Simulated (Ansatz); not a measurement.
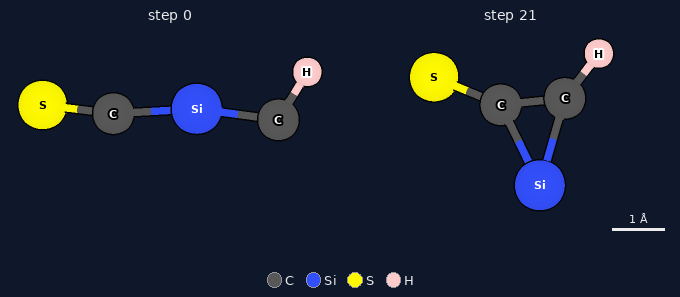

The structure of C2HSSi (multiplicity 2) before (left) and after (right) a relaxation, at one scale.

The picture is a ball-and-stick view, seen at a tilt.

All numbers below come from Ansatz, UKS PBE0-D4/def2-TZVP.

Input file:
```yaml
crystal:
  periodic: [false, false, false]
  atoms:
    - {symbol: C, position_ang: [-0.641030, 1.824460, -0.274890]}
    - {symbol: Si, position_ang: [-0.020500, 0.226140, -0.095050]}
    - {symbol: C, position_ang: [0.562790, -1.435720, -0.217530]}
    - {symbol: S, position_ang: [0.944470, -2.971680, -0.071270]}
    - {symbol: H, position_ang: [-0.845720, 2.356800, 0.658740]}
basis:
  gaussian: {orbitals: def2-TZVP}
magnetization: {spin_polarized: true, initial_magnetization: 1}
hamiltonian: {xc: pbe0, dispersion: d4}
relax: {f_tol: 0.005, max_steps: 200}
```

Run as
```bash
ansatz run in.yaml --threads 2 --pin off --events-out ev --progress --plain --max-ram 4352MiB
```

Q: Summarise the run.

A: The energy falls by 3.639 eV in 20 accepted moves (21 points after the start). The largest force component goes from 1.8 to 0.0012 eV/Å. The line search rejected the trial step at point 14 of the run. Si2 moves most after the best rigid fit: 1.55 Å. Largest moves by element: Si 1.55 Å, C 1.22 Å, H 1.19 Å, S 1.18 Å. Near-neighbour distances that change, for instance: C1–C3 3.476 → 1.362 Å, Si2–C3 1.766 → 1.931 Å, C1–Si2 1.724 → 1.768 Å, C3–S4 1.589 → 1.606 Å. New bonds form, among them: C1–C3 (3.48 → 1.36 Å). Bond angles that change, for instance: C1–Si2–C3 169.9° → 42.9°, Si2–C1–H5 115.4° → 155.6°, Si2–C3–S4 169.3° → 143.5°. Cost: 2.2 min on 2 threads of Arm Neoverse V1 (shared host).
